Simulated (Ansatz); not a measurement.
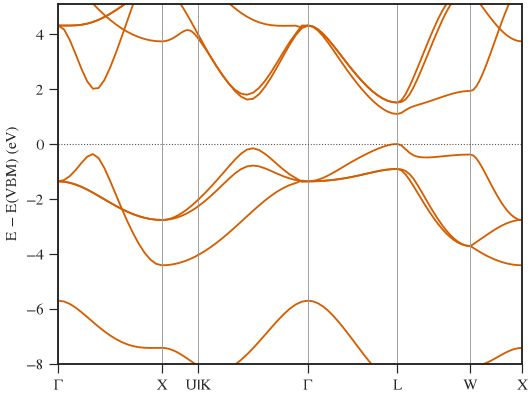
Band structure from r²SCAN in the plane-wave PAW code Ansatz

Problem. Read off the gap and where the band edges lie.

Solution. About 1.1 eV (1.09 eV by a search for the band edges); maximum at L, minimum at L.

The material is TePb (rock salt, Fm-3m).

The r²SCAN relaxation kept the symmetry of its start. Scalar-relativistic: spin–orbit coupling is off unless named, which matters more the heavier the elements.

Potentials: the later of the program's two PAW sets.
